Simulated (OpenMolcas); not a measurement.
## Relativistic diatomic calculation for SiC⁻ (part 2 of 2)

The same run, continued: SiC⁻. Method: SA-CASSCF(9,8)/XMS-CASPT2 + RASSI spin-orbit (X2C scalar, AMFI), ANO-RCC-VTZP (OpenMolcas).

## Log (extracts), continued
```
++ Dipole transition strengths (spin-free states):
     for osc. strength at least  1.00000000E-05
      From   To        Osc. strength     Einstein coefficients Ax, Ay, Az (sec-1)    Total A (sec-1)
         1    8       2.94068018E-03  5.17816040E+04  2.54721444E+03  0.00000000E+00  5.43288184E+04
         1    9       2.94068021E-03  2.54721438E+03  5.17816047E+04  0.00000000E+00  5.43288190E+04
         1    2       2.85815525E-02  0.00000000E+00  0.00000000E+00  1.03698497E+07  1.03698497E+07
         1   10       6.88096460E-03  9.66434124E+05  3.10501715E+06  0.00000000E+00  4.07145127E+06
         1   11       6.88096438E-03  3.10501698E+06  9.66434228E+05  0.00000000E+00  4.07145120E+06
         1   13       2.01121391E-03  6.72486892E+03  1.41278670E+06  0.00000000E+00  1.41951157E+06
         1   12       2.01121382E-03  1.41278664E+06  6.72486666E+03  0.00000000E+00  1.41951151E+06
         1    6       4.08981803E-03  0.00000000E+00  0.00000000E+00  3.29993363E+06  3.29993363E+06
         1   14       3.05541435E-05  1.94952317E+04  8.65221606E+03  0.00000000E+00  2.81474477E+04
         1   15       3.05541668E-05  8.65221812E+03  1.94952511E+04  0.00000000E+00  2.81474692E+04
         8    2       1.52291482E-03  3.15832474E+05  1.54737081E+04  0.00000000E+00  3.31306182E+05
         8   10       1.29757555E-03  0.00000000E+00  0.00000000E+00  5.20411367E+05  5.20411367E+05
         8   11       1.68367282E-03  0.00000000E+00  0.00000000E+00  6.75261252E+05  6.75261252E+05
         8   13       3.16723195E-05  0.00000000E+00  0.00000000E+00  1.57060334E+04  1.57060334E+04
         8   12       1.93355067E-03  0.00000000E+00  0.00000000E+00  9.58831303E+05  9.58831303E+05
         8    3       1.31136122E-04  3.48956382E+03  6.20551705E+04  0.00000000E+00  6.55447343E+04
         8    4       1.21934409E-03  5.59406484E+05  1.19608446E+05  0.00000000E+00  6.79014930E+05
         8    5       1.27576737E-03  1.26615324E+05  5.86891776E+05  0.00000000E+00  7.13507100E+05
         8    6       7.71502197E-03  4.27319190E+06  2.10423557E+05  0.00000000E+00  4.48361546E+06
         8    7       5.71611208E-05  4.48678815E+03  2.88690374E+04  0.00000000E+00  3.33558256E+04
         9    2       1.52291491E-03  1.54737040E+04  3.15832497E+05  0.00000000E+00  3.31306201E+05
         9   10       1.68367277E-03  0.00000000E+00  0.00000000E+00  6.75261219E+05  6.75261219E+05
         9   11       1.29757541E-03  0.00000000E+00  0.00000000E+00  5.20411320E+05  5.20411320E+05
         9   13       1.93355027E-03  0.00000000E+00  0.00000000E+00  9.58831105E+05  9.58831105E+05
         9   12       3.16723573E-05  0.00000000E+00  0.00000000E+00  1.57060522E+04  1.57060522E+04
         9    3       1.31135925E-04  6.20551042E+04  3.48953127E+03  0.00000000E+00  6.55446355E+04
         9    4       1.21934121E-03  1.19608714E+05  5.59404615E+05  0.00000000E+00  6.79013329E+05
         9    5       1.27576704E-03  5.86891796E+05  1.26615118E+05  0.00000000E+00  7.13506914E+05
         9    6       7.71502520E-03  2.10423454E+05  4.27319388E+06  0.00000000E+00  4.48361734E+06
         9    7       5.71612388E-05  2.88690614E+04  4.48683302E+03  0.00000000E+00  3.33558944E+04
        16   21       2.64649279E-03  1.74196999E+03  1.13000437E+05  0.00000000E+00  1.14742407E+05
        16   22       2.64648959E-03  1.13000312E+05  1.74195658E+03  0.00000000E+00  1.14742269E+05
        16   20       6.54766255E-02  0.00000000E+00  0.00000000E+00  2.40077484E+07  2.40077484E+07
         2   10       7.18954441E-04  4.99943560E+03  1.50218820E+04  0.00000000E+00  2.00213176E+04
         2   11       7.18954564E-04  1.50218857E+04  4.99943669E+03  0.00000000E+00  2.00213224E+04
         2   13       8.16725567E-03  2.93407782E+03  4.58820928E+05  0.00000000E+00  4.61755006E+05
         2   12       8.16725591E-03  4.58820943E+05  2.93407672E+03  0.00000000E+00  4.61755019E+05
         2    6       1.21139566E-02  0.00000000E+00  0.00000000E+00  1.06076516E+06  1.06076516E+06
         2   14       2.48533386E-05  2.73119598E+03  4.44610964E+02  0.00000000E+00  3.17580694E+03
         2   15       2.48533603E-05  4.44611587E+02  2.73119813E+03  0.00000000E+00  3.17580972E+03
        17   21       1.26170805E-03  1.65974203E+03  5.21032088E+03  0.00000000E+00  6.87006291E+03
        17   22       1.26170297E-03  5.21034094E+03  1.65969430E+03  0.00000000E+00  6.87003525E+03
        18   21       1.24033555E-03  4.94999761E+03  1.57679483E+03  0.00000000E+00  6.52679244E+03
        18   22       1.24032888E-03  1.57677545E+03  4.94998189E+03  0.00000000E+00  6.52675734E+03
        21   19       5.06012201E-04  2.89448190E+02  4.46723388E+00  0.00000000E+00  2.93915424E+02
        21   20       6.99500868E-04  1.68007160E+03  1.08736292E+05  0.00000000E+00  1.10416364E+05
        22   19       5.06014385E-04  4.46705809E+00  2.89449634E+02  0.00000000E+00  2.93916692E+02
        22   20       6.99495746E-04  1.08735155E+05  1.68040064E+03  0.00000000E+00  1.10415556E+05
        10    3       3.42948199E-04  1.43904502E+03  4.22961238E+02  0.00000000E+00  1.86200626E+03
        10    4       8.57563910E-04  6.80154140E+02  1.02584736E+04  0.00000000E+00  1.09386277E+04
        10    5       9.14939118E-04  1.07211721E+04  1.28473407E+03  0.00000000E+00  1.20059061E+04
        10    6       2.09780300E-04  8.52408653E+02  2.64060646E+03  0.00000000E+00  3.49301511E+03
        10    7       1.99858224E-05  9.95600118E+01  2.41334384E+02  0.00000000E+00  3.40894396E+02
        11    3       3.42948134E-04  4.22960828E+02  1.43904480E+03  0.00000000E+00  1.86200563E+03
        11    4       8.57564249E-04  1.02584776E+04  6.80153409E+02  0.00000000E+00  1.09386310E+04
        11    5       9.14938977E-04  1.28473349E+03  1.07211696E+04  0.00000000E+00  1.20059031E+04
        11    6       2.09779967E-04  2.64059872E+03  8.52410541E+02  0.00000000E+00  3.49300926E+03
        11    7       1.99858450E-05  2.41334576E+02  9.95601760E+01  0.00000000E+00  3.40894752E+02
        13    3       2.34306344E-05  1.80471002E-01  1.30943060E-03  0.00000000E+00  1.81780433E-01
        13    6       4.98590214E-04  1.01616270E+01  1.67513954E+03  0.00000000E+00  1.68530117E+03
        13    7       7.87289602E-04  2.60588215E+03  2.00329510E+02  0.00000000E+00  2.80621166E+03
        12    3       2.34306350E-05  1.30943341E-03  1.80471004E-01  0.00000000E+00  1.81780437E-01
        12    6       4.98590307E-04  1.67513980E+03  1.01616755E+01  0.00000000E+00  1.68530148E+03
        12    7       7.87289493E-04  2.00329298E+02  2.60588198E+03  0.00000000E+00  2.80621127E+03
         4   14       4.50704210E-04  2.31810529E+03  3.99367872E+02  0.00000000E+00  2.71747316E+03
         4   15       4.50704132E-04  3.99367796E+02  2.31810490E+03  0.00000000E+00  2.71747270E+03
         5    7       1.08839431E-05  0.00000000E+00  0.00000000E+00  2.80375545E+00  2.80375545E+00
         5   14       5.70430465E-04  7.90405186E+02  2.50766350E+03  0.00000000E+00  3.29806869E+03
         5   15       5.70430415E-04  2.50766335E+03  7.90405043E+02  0.00000000E+00  3.29806840E+03
         7   14       1.18685755E-03  9.14593690E+02  3.35631993E+03  0.00000000E+00  4.27091362E+03
         7   15       1.18685751E-03  3.35631972E+03  9.14593767E+02  0.00000000E+00  4.27091348E+03
 Electric-quadrupole - electric-quadrupole not included
 Electric-dipole - electric-octupole not included
 Electric-dipole - magnetic-quadrupole not included
   Eigenvalues of complex Hamiltonian:
  (Shifted by EMIN (a.u.) =       -327.5683441212)
 SO State       Relative EMIN(au)   Rel lowest level(eV)    D:o, cm**(-1)      Omega
     1            -0.0000014858        0.0000000000              0.0000         0.5
     2            -0.0000014858        0.0000000000              0.0000         0.5
     3             0.0238171421        0.6481378843           5227.5846         1.5
     4             0.0238171421        0.6481378843           5227.5846         1.5
     5             0.0241398295        0.6569186572           5298.4063         0.5
     6             0.0241398295        0.6569186572           5298.4063         0.5
     7             0.0892408169        2.4284067693          19586.4215         1.5
     8             0.0892408169        2.4284067693          19586.4215         1.5
     9             0.0892430082        2.4284663975          19586.9024         0.5
    10             0.0892430082        2.4284663975          19586.9024         0.5
    11             0.1062639940        2.8916310162          23322.5770         0.5
    12             0.1062639940        2.8916310162          23322.5770         0.5
    13             0.1129577625        3.0737777363          24791.6894         2.1
    14             0.1129577625        3.0737777363          24791.6894         2.1
    15             0.1129589286        3.0738094688          24791.9453         2.4
    16             0.1129589286        3.0738094688          24791.9453         2.4
    17             0.1131790008        3.0797979363          24840.2456         2.1
    18             0.1131790008        3.0797979363          24840.2456         2.1
    19             0.1131799355        3.0798233721          24840.4507         2.6
    20             0.1131799355        3.0798233721          24840.4507         2.6
    21             0.1258281505        3.4239988362          27616.4131         0.5
    22             0.1258281505        3.4239988362          27616.4131         0.5
    23             0.1259252051        3.4266398252          27637.7141         0.5
    24             0.1259252051        3.4266398252          27637.7141         0.5
    25             0.1260243744        3.4293383598          27659.4792         1.5
    26             0.1260243744        3.4293383598          27659.4792         1.5
    27             0.1261258124        3.4320986283          27681.7423         2.5
    28             0.1261258124        3.4320986283          27681.7423         2.5
    29             0.1302315653        3.5438218572          28582.8509         0.5
    30             0.1302315653        3.5438218572          28582.8509         0.5
    31             0.1302317171        3.5438259883          28582.8842         1.5
    32             0.1302317171        3.5438259883          28582.8842         1.5
    33             0.1355551364        3.6886836066          29751.2397         0.5
    34             0.1355551364        3.6886836066          29751.2397         0.5
    35             0.1358582516        3.6969317897          29817.7658         1.5
    36             0.1358582516        3.6969317897          29817.7658         1.5
    37             0.1482094954        4.0330262575          32528.5505         0.5
    38             0.1482094954        4.0330262575          32528.5505         0.5
    39             0.1482109511        4.0330658683          32528.8700         1.5
    40             0.1482109511        4.0330658683          32528.8700         1.5
    41             0.1487100359        4.0466466564          32638.4064         0.5
    42             0.1487100359        4.0466466564          32638.4064         0.5
    43             0.1555786110        4.2335501063          34145.8844         2.4
    44             0.1555786110        4.2335501063          34145.8844         2.4
    45             0.1559604919        4.2439416171          34229.6976         1.7
    46             0.1559604919        4.2439416171          34229.6976         1.7
    47             0.1584699625        4.3122277887          34780.4627         0.5
    48             0.1584699625        4.3122277887          34780.4627         0.5
    49             0.1587520253        4.3199031099          34842.3683         0.5
    50             0.1587520253        4.3199031099          34842.3683         0.5
    51
```

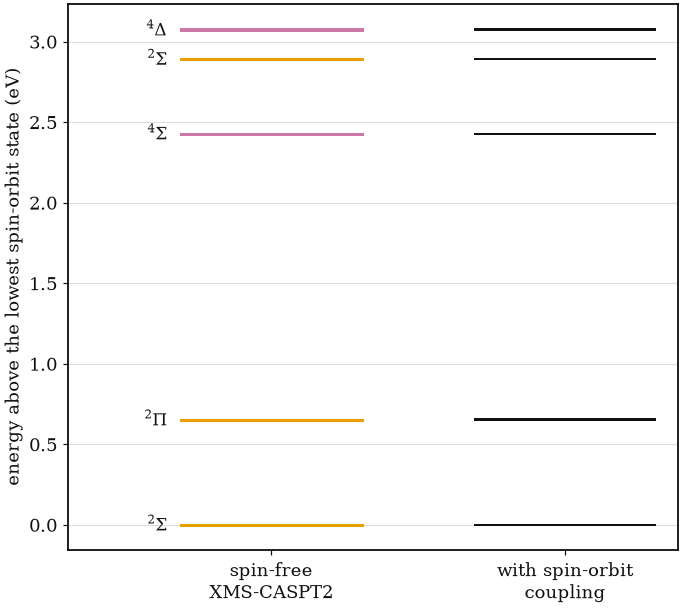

States up to 3.3 eV at 1.689 Å, without spin-orbit coupling (left, a colour for each spin multiplicity) and with it (right, where close levels merge). The spin-free states run ²Σ (0.00 eV), ²Π (0.65 eV), ⁴Σ (2.43 eV), ²Σ (2.89 eV), ⁴Δ (3.07 eV) from the lowest. The lowest spin-orbit levels have |Ω| = 1/2 (0 cm⁻¹), 3/2 (5,228 cm⁻¹), 1/2 (5,298 cm⁻¹), 3/2 (19,586 cm⁻¹), 1/2 (19,587 cm⁻¹).

## Results in brief

- outcome: converged; components of a degenerate state are split by 62 cm⁻¹; whether the anion is bound against detachment isn't tested
- lowest spin-free state: ²Σ
- lowest spin-orbit level: Ω = 1/2, −327.56835 hartree
- next level: Ω = 3/2, 5,228 cm⁻¹
- hardware: 1 thread of Arm Neoverse V2, 24 GiB of memory available, shared host
- wall time: 33 s

## Notes

Limits: the two components of ²Δ at 4.24 eV, degenerate in CASSCF as they must be, are split by 62 cm⁻¹ in XMS-CASPT2, an artefact that passes into its spin-orbit levels; some states lack their degenerate partner or have no clean Λ, as happens where the state averages cut through terms; 12 of the 64 spin-orbit states have no clean Ω, so their splittings aren't to be trusted; the run doesn't test whether the anion keeps its extra electron; the basis has no added diffuse functions, and states above the detachment threshold, which may include the lowest, are held only by it.
